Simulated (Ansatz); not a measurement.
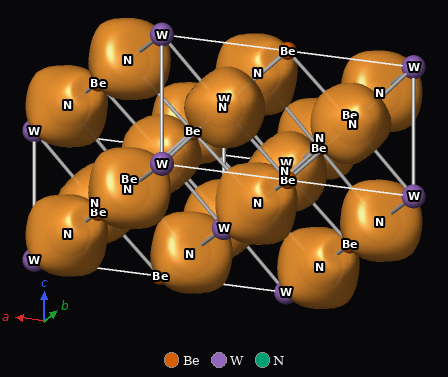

The picture shows: Be$_{3}$WN$_{4}$. Isosurface of the ELF at 0.7 (orange), seen at an oblique angle. Only the valence region is drawn (cores and ρ < 0.01 e/Å³ removed). Sticks mark near contacts.

Space group Cmmm; a structure from a database of computed crystals, not necessarily the ambient phase; started from the Ca3CdO4-65 prototype, which need not be the ambient phase.

These are results of DFT, PBEsol, plane waves, PAW (Ansatz), not measurements.

Core electrons are frozen (PAW), and the valence fields are smoothed inside the atomic spheres.

> Identify the bonds, lone pairs and shells in this picture.

The surface consists of eight regions wrapped around N (the valence shell of each), counted in one cell of 16 atoms. Regions shared between cells count once. Along the contacts the grid gives the following. Be–N (1.69 Å): the ELF peaks at about 0.90 between the atoms. W–N (1.92 Å): the ELF peaks at about 0.80 in the valence shell of N, 0.6 Å from its nucleus, and drops to about 0.25 between the two atoms.
